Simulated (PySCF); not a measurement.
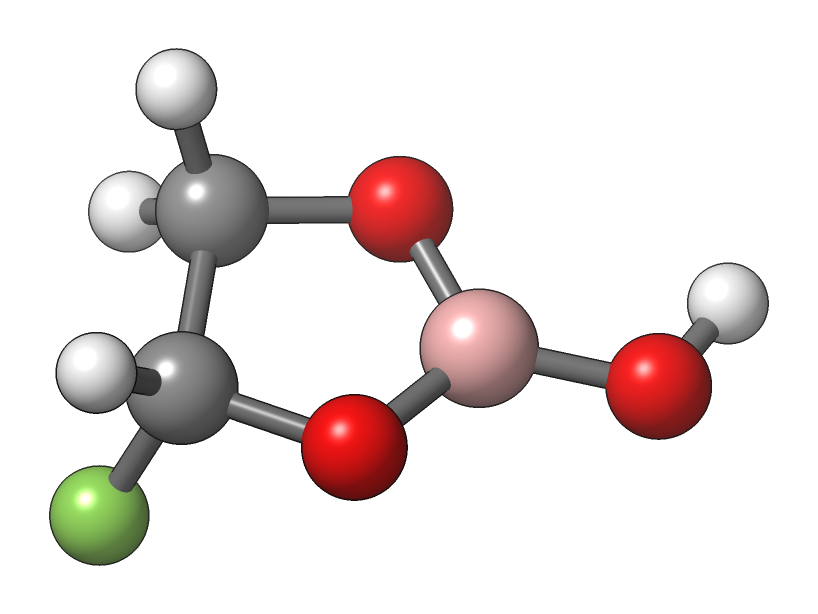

The picture shows a molecular structure as a ball-and-stick model. Every bond is drawn as one stick, whatever its order. Colours: oxygen red, boron pink, carbon grey, fluorine green, hydrogen white.

The geometry was computed by an optimisation with PBE0-D3(BJ)/def2-SVP. No frequency run is at hand to confirm it as a minimum.

**What is the molecular formula?**

C₂H₄BFO₃, 11 atoms: 2 carbon, 4 hydrogen, 1 boron, 1 fluorine and 3 oxygen.

**Does it have rings?**

Independent rings (smallest set): 1 of 5 members.

**What is its SMILES?**

OB1OC[C@@H](F)O1

**Count the bonded pairs by element.**

3 B–O, 3 C–H, 2 C–O, 1 C–C, 1 C–F, 1 O–H.

The parts below concern this one geometry. Atoms keep their numbers from picture to picture.

## Symmetry

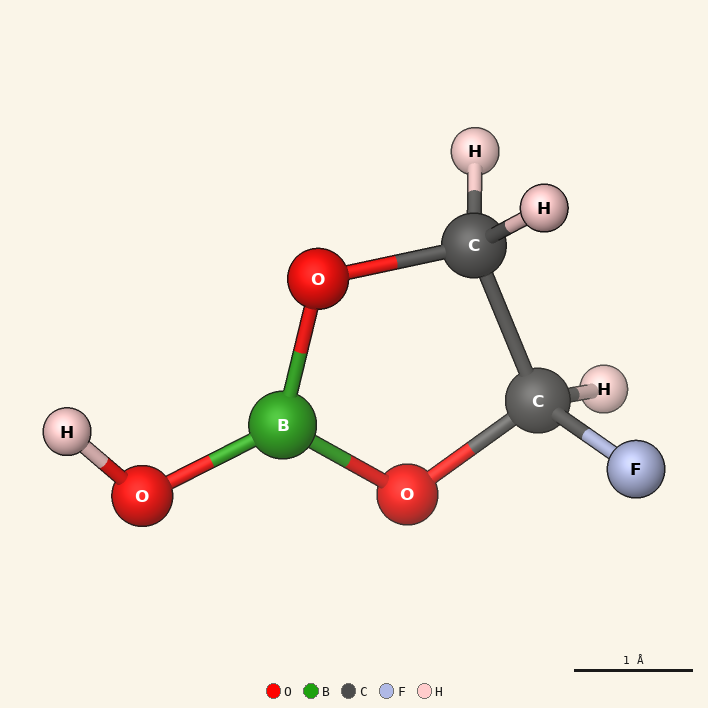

Distant atoms are faded towards the background colour. No frequency run is at hand to confirm it as a minimum. Masses are those of the most abundant isotopes; constants are for the rigid equilibrium geometry.

**Classify the rotor and give the rotational constants (MHz).**

An asymmetric top (C1): A = 5426, B = 2233, C = 1786 MHz. Ray's parameter κ is −0.75, nearer the prolate limit.

## Spin–spin coupling

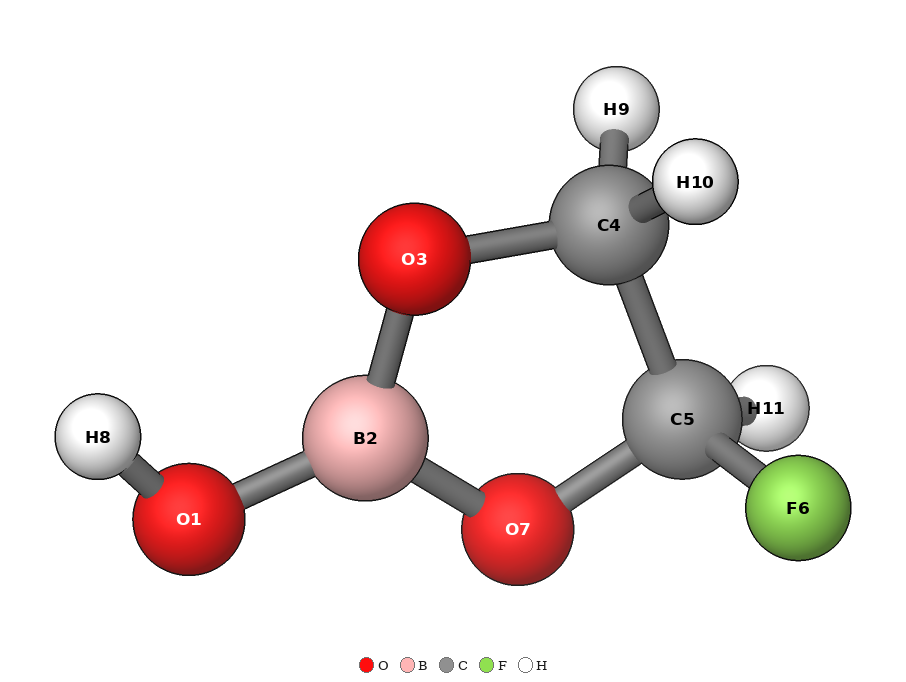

No frequency run is at hand to confirm it as a minimum. Properties computed with PBE0/pcJ-1 indirect spin-spin coupling, non-relativistic, gas phase (PySCF 2.14.0). Isotopes: 11B, 13C, 19F, 1H, 17O.

Give the spin–spin coupling constants of these pairs, with the number of bonds between them: B2/O7, B2/C5, C4/F6, F6/O7, B2/H11, B2/H9, F6/H9.

```csv
pair,bonds apart,J (Hz)
"B2, O7",1,−13.1
"B2, C5",2,3.3
"C4, F6",2,30.0
"F6, O7",2,−36.8
"B2, H11",3,5.4
"B2, H9",3,0.8
"F6, H9",3,33.7
```

Density functionals are unreliable for couplings to fluorine, so those rows may be far off.

## Dipole moment

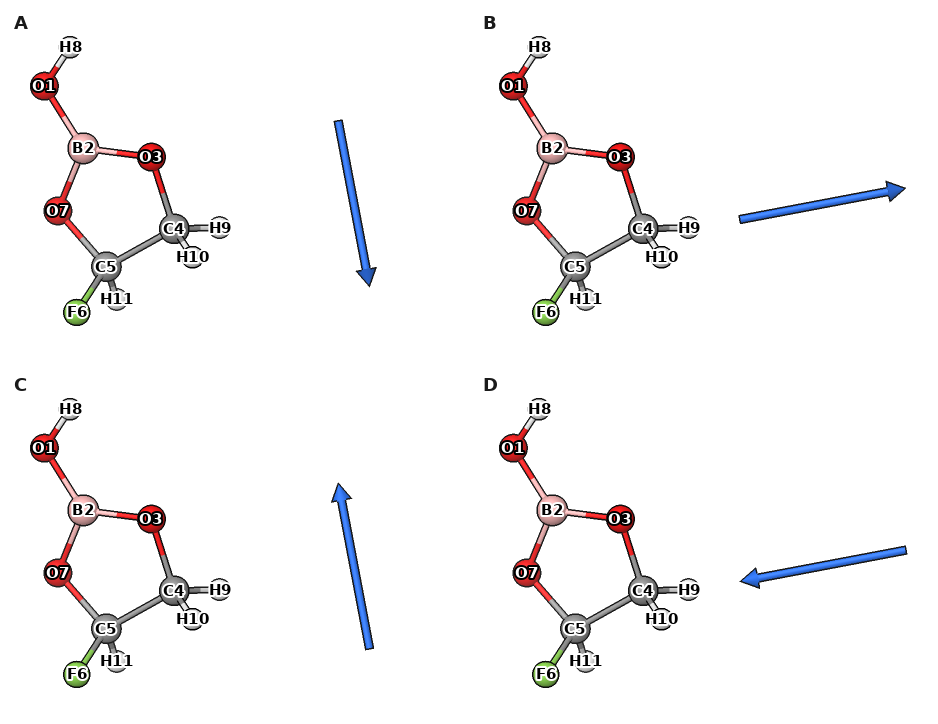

The same molecule four times, each with an arrow. No frequency run is at hand to confirm it as a minimum. Method: LDA/pcJ-1, gas phase (PySCF 2.14.0).

**Which arrow points along the dipole moment, from the negative to the positive end?**

B. The dipole moment is 2.81 D; it points from the side of F6, O7 to the side of H9 (the outermost atoms at the two ends).

## Quadrupole coupling

No frequency run is at hand to confirm it as a minimum. Electric field gradients from the ground-state density, B3LYP/pcJ-0 (PySCF 2.14.0), non-relativistic apart from any core potentials.

Give the largest field-gradient component, the quadrupole coupling constant and the asymmetry for 17O at O1 (Q = −25.6 mb), 11B at B2 (Q = 40.59 mb), 17O at O3 (Q = −25.6 mb), 17O at O7 (Q = −25.6 mb).

```
atom  V_zz (a.u.)  e²qQ/h (MHz)     η
  O1        1.689        −10.16  0.30
  B2        0.178          1.70  0.32
  O3        1.856        −11.16  0.38
  O7        1.784        −10.73  0.28
```
